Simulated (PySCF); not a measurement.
C5H2F3O3 (SMILES O=C1[CH]C=C(OC(F)(F)F)O1) (doublet)

The calculation's input:

```
{"job": {"kind": "epr", "basis": "pcH-1"}, "charge": 0, "multiplicity": 2}
O      2.164370     1.108372     1.835444
C      1.618057     0.386791     1.050530
C      2.005598    -0.811827     0.362479
C      0.951290    -1.218999    -0.435575
C     -0.054488    -0.286340    -0.235383
O     -1.275986    -0.295055    -0.823171
C     -2.140313     0.692983    -0.515668
F     -3.252017     0.482342    -1.202842
F     -1.687172     1.900153    -0.839370
F     -2.461074     0.720676     0.774255
O      0.275497     0.666750     0.615777
H      2.962805    -1.277079     0.479323
H      0.889046    -2.068280    -1.083527
```

Run with:

```sh
OMP_NUM_THREADS=1 python probes_run.py task.json out
```

Geometry: GFN2-xTB.

Method: UKS B3LYP, pcH-1 on C F H O, non-relativistic, mean-field spin-orbit, GIAO (PySCF 2.14.0, density-fitted response routines).

> What can the converged electron density, electron localisation function and spin density tell about the bonding?

C–O (1.20 Å): the density is about 3.4 e/Å³ at the midpoint; the ELF peaks at about 0.85 between the atoms (a short, multiple covalent bond).
C–F (1.32 Å): ρ at the midpoint is about 2.5 e/Å³; the ELF peaks at about 0.85 between the atoms, as expected for a polar covalent bond.
C–C (1.38 Å): the density is about 2.1 e/Å³ at the midpoint; the ELF peaks at about 0.95 between the atoms: a covalent bond.
C–H (1.07 Å): the density is about 2.1 e/Å³ at the midpoint; the ELF climbs to about 1 towards the hydrogen, as it does in any bond to H; a covalent bond by its length.
The unpaired spin (1 electron) lies mostly on C3 (about 0.3), C5 (about 0.3) and O1 (about 0.2), in electrons by Hirshfeld's partition.

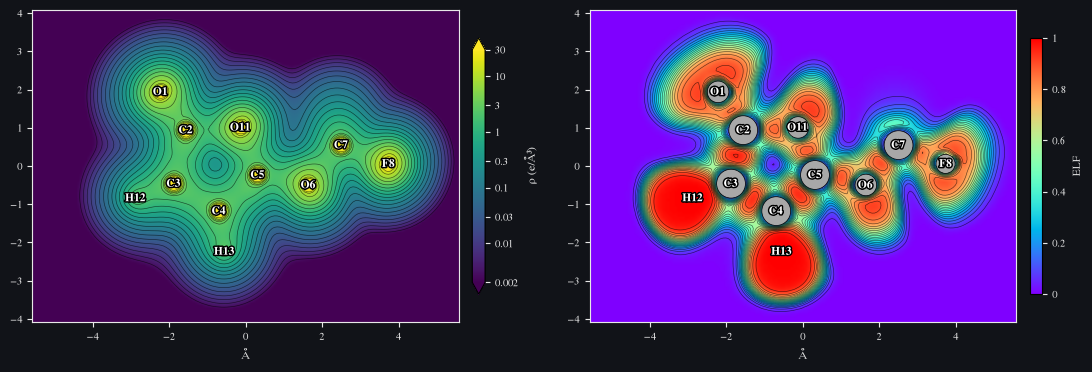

Computed electron density and electron localisation function on the plane of atoms O1, C2 and C3, in this order. Grey discs cover the atomic cores in the ELF map. 
